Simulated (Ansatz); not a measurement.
```xyz
5

F    -2.1104   -1.1158   -1.3634
O     0.2771   -1.0150   -0.5543
Si   -0.6893   -1.4805   -1.9931
Si    1.0986   -0.6070    0.7335
H     1.7440   -1.7559    1.4852
```

Geometry: B3LYP/6-31G*.

The calculation used isolated molecule in a Gaussian basis; Kohn-Sham density functional theory, functional PBE0 (Ansatz 0.2.0).

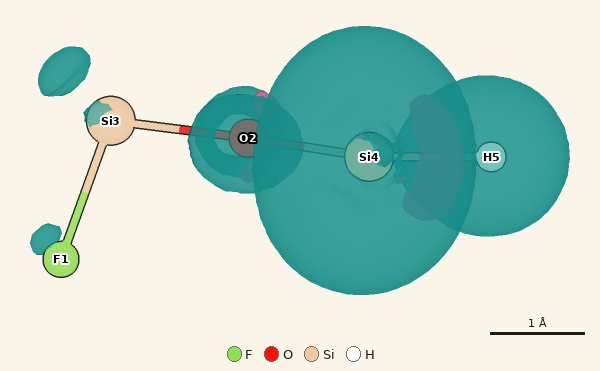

FHOSi2 (SMILES F/[Si]=[O+]/[SiH]) (charge +1, doublet). Isosurfaces of the spin density (α minus β) at +0.02 (teal) and −0.02 e/Å³ (pink), seen at a tilt.

Describe the spin distribution.

Answer. The unpaired spin (1 electron) lies mostly on Si4 (about 0.7), H5 (about 0.2) and O2 (about 0.1), in electrons by Hirshfeld's partition.
